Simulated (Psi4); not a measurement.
# Si2H6 (disilane): wB97M-V/aug-cc-pVDZ

What is the vertical singlet–triplet gap of Si2H6 (disilane) at wB97M-V/aug-cc-pVDZ? 

The results are computed with Psi4 1.11.

1 further run of the same task is left out (set aside as unsound or not needed).

### Step 1. Starting point

Si2H6 has 8 atoms, charge 0, and is taken as a singlet. As SMILES, `[SiH3][SiH3]`. The shape is that of a PBE0-D4/def2-TZVP optimisation.

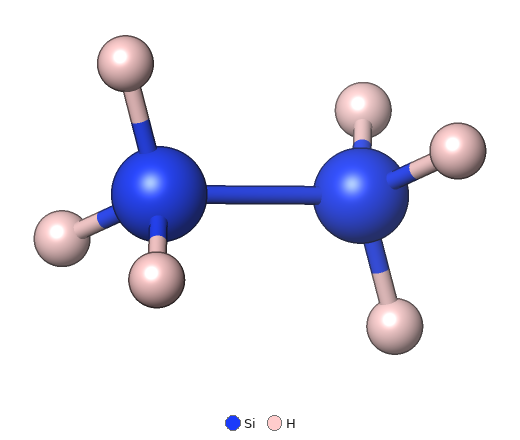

The structure, seen from a chosen angle (silicon blue, hydrogen pink).

### Step 2. The energy at wB97M-V/aug-cc-pVDZ

Input file input.in:

```
memory 1.6 GB

molecule m {
  Si    -0.340500     0.490200    -1.004900
  Si     0.363500    -0.504400     0.991000
  H      0.833900     0.948200    -1.794900
  H     -1.112900    -0.483900    -1.821900
  H     -1.208000     1.664100    -0.717900
  H      1.139000     0.468600     1.806300
  H      1.228100    -1.680500     0.704000
  H     -0.811000    -0.959200     1.782600
  symmetry c1
  no_reorient
  no_com
}

set {
  reference            rks
  puream               true
  e_convergence        1e-09
  d_convergence        1e-08
  scf_type             pk
  dft_radial_points    99
  dft_spherical_points 590
}

E, wfn = energy("wb97m-v/aug-cc-pVDZ", return_wfn=True)
print_variables()
```

Started as:

```sh
$ psi4 input.in input.out -n 1
```

input.out:

```text
[...]
  Running in c1 symmetry.
[...]
  Nuclear repulsion =   90.773081159957187
[...]
  Multiplicity = 1
[...]
  Nalpha       = 17
  Nbeta        = 17
[...]
    Number of basis functions: 108
[...]
   @RKS iter   1:  -582.46294704695322   -5.40659e-01   1.74665e-03 ADIIS/DIIS
[...]
   @RKS iter   9:  -582.49589437636371   -6.82121e-12   2.09709e-09 DIIS
[...]
    Orbital Energies [Eh]
    ---------------------
    Doubly Occupied:
       1A    -66.423546     2A    -66.423543     3A     -5.450493
       4A     -5.450485     5A     -3.764357     6A     -3.764031
       7A     -3.764031     8A     -3.763982     9A     -3.763982
      10A     -3.763920    11A     -0.688090    12A     -0.618975
      13A     -0.461070    14A     -0.461062    15A     -0.431731
      16A     -0.431722    17A     -0.382798
[...]
  @RKS Final Energy:  -582.49589437636371
   => Energetics <=
    Nuclear Repulsion Energy =             90.7730811599571865
    One-Electron Energy =                -986.2727669918889433
    Two-Electron Energy =                 345.9758466823620893
    DFT Exchange-Correlation Energy =     -33.1123655476997669
    Empirical Dispersion Energy =           0.0000000000000000
    VV10 Nonlocal Energy =                  0.1403103209057655
    Total Energy =                       -582.4958943763637080
[...]
 Multipole Moments:
 ------------------------------------------------------------------------------------
     Multipole            Electronic (a.u.)      Nuclear  (a.u.)        Total (a.u.)
 ------------------------------------------------------------------------------------
 L = 1.  Multiply by 2.5417464519 to convert [e a0] to [Debye]
 Dipole X            :         -0.7391148            0.7390719           -0.0000429
 Dipole Y            :          0.4564155           -0.4563689            0.0000467
 Dipole Z            :          0.4467825           -0.4467313            0.0000513
 Magnitude           :                                                    0.0000815
[...]
```

Run time: 100 s. Hardware: 1 thread of Intel Xeon 6975P-C (Granite Rapids), shared host; peak memory 0.81 GiB.

### Step 3. The triplet, same level

Input file run_ase.py:

```python
import numpy as np
from ase.calculators.psi4 import Psi4
from ase import Atoms

a = Atoms(['Si', 'Si', 'H', 'H', 'H', 'H', 'H', 'H'], positions=[
    [-0.340500, 0.490200, -1.004900],
    [0.363500, -0.504400, 0.991000],
    [0.833900, 0.948200, -1.794900],
    [-1.112900, -0.483900, -1.821900],
    [-1.208000, 1.664100, -0.717900],
    [1.139000, 0.468600, 1.806300],
    [1.228100, -1.680500, 0.704000],
    [-0.811000, -0.959200, 1.782600],
])
calc = Psi4(atoms=a, method='wb97m-v', basis='aug-cc-pVDZ', memory='1600MB', num_threads=1, charge=0, multiplicity=3, label='psi4-calc', reference='uks')
calc.psi4.set_options({'puream': True, 'e_convergence': 1e-09, 'd_convergence': 1e-08, 'scf_type': 'pk', 'dft_radial_points': 99, 'dft_spherical_points': 590, 'maxiter': 200})
a.calc = calc

print(f'energy: {a.get_potential_energy():.6f} eV')
```

Started as:

```sh
$ python run_ase.py
```

psi4-calc.dat:

```text
[...]
  Running in c1 symmetry.
[...]
  Nuclear repulsion =   90.773081159957201
[...]
  Multiplicity = 3
[...]
  Nalpha       = 18
  Nbeta        = 16
[...]
    Number of basis functions: 108
[...]
   @UKS iter   1:  -582.20719161776617   -2.84904e-01   1.61296e-03 ADIIS/DIIS
[...]
   @UKS iter  15:  -582.23700767803314    2.01112e-10   4.27329e-09 DIIS
[...]
   @S^2 Observed:                2.001473253E+00
[...]
    Orbital Energies [Eh]
    ---------------------
    Alpha Occupied:
       1A    -66.459860     2A    -66.459858     3A     -5.490092
       4A     -5.490090     5A     -3.810134     6A     -3.809674
       7A     -3.800841     8A     -3.800840     9A     -3.800836
      10A     -3.800836    11A     -0.743452    12A     -0.660505
      13A     -0.496764    14A     -0.496757    15A     -0.463986
      16A     -0.463979    17A     -0.459666    18A     -0.131142
    Alpha Virtual:
      19A      0.008166    20A      0.031263    21A      0.031272
      22A      0.040702    23A      0.041137    24A      0.041141
      25A      0.041597    26A      0.041600    27A      0.045524
[...]
  @UKS Final Energy:  -582.23700767803314
   => Energetics <=
    Nuclear Repulsion Energy =             90.7730811599572007
    One-Electron Energy =                -984.8614671226325754
    Two-Electron Energy =                 344.7854737825111329
    DFT Exchange-Correlation Energy =     -33.0740015206170028
    Empirical Dispersion Energy =           0.0000000000000000
    VV10 Nonlocal Energy =                  0.1399060227480069
    Total Energy =                       -582.2370076780331374
[...]
 Multipole Moments:
 ------------------------------------------------------------------------------------
     Multipole            Electronic (a.u.)      Nuclear  (a.u.)        Total (a.u.)
 ------------------------------------------------------------------------------------
 L = 1.  Multiply by 2.5417464519 to convert [e a0] to [Debye]
 Dipole X            :         -0.0001161            0.0000845           -0.0000316
 Dipole Y            :          0.0001218           -0.0000845            0.0000373
 Dipole Z            :          0.0001155           -0.0000845            0.0000310
 Magnitude           :                                                    0.0000579
[...]
```

Standard output:

```text
energy: -15843.475974 eV
```

Run time: 3 min. Hardware: 1 thread of Intel Xeon 6975P-C (Granite Rapids), shared host; peak memory 0.85 GiB.

### Step 4. What came out

Level: wB97M-V/aug-cc-pVDZ.

| quantity | value |
| --- | --- |
| singlet: total energy | -582.49589 Eh |
| singlet: dipole moment | 0.00 D |
| singlet: HOMO energy | -10.42 eV |
| singlet: LUMO energy | 0.50 eV |
| singlet: HOMO–LUMO gap | 10.92 eV |
| triplet: total energy | -582.23701 Eh |
| triplet: dipole moment | 0.00 D |
| triplet: HOMO energy (highest over α and β) | -3.57 eV |
| triplet: ⟨S²⟩ | 2.001 |
| vertical energy of the triplet above the singlet | 7.045 eV |

In words: At this shape the triplet lies 7.04 eV (162 kcal/mol) above the singlet.
